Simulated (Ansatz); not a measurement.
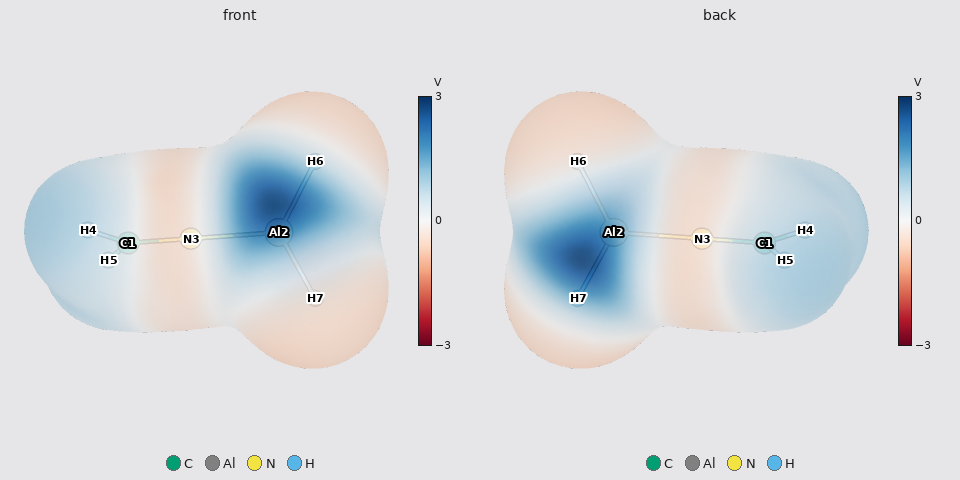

Figure. CH₄AlN (SMILES C=[N][AlH2]). The electrostatic potential painted on the density surface at 0.002 e/bohr³, seen from the front and from behind; the colour scale runs from red (negative) to blue (positive).

Geometry: PBE0-D3(BJ)/def2-SVP.

Method: isolated molecule in a Gaussian basis; Kohn-Sham density functional theory, functional PBE0 (Ansatz 0.2.0).

```xyz
7

C    -1.2306   -1.4656    0.8784
Al   -1.4450   -0.2683   -1.8693
N    -1.3196   -0.9689   -0.2617
H    -0.3196   -1.9928    1.2356
H    -2.0558   -1.4177    1.6216
H    -0.9838    1.2366   -2.0390
H    -2.0092   -1.1975   -3.0200
```

Where is the surface potential most negative and most positive?

The most negative region (about −0.5 V, or −12 kcal/mol for a unit charge) lies over N3, H6 and H7, the most positive (about +2.7 V, or +62 kcal/mol for a unit charge) over Al2.

What dipole moment does the calculation give?

Its dipole moment is 1.35 D.
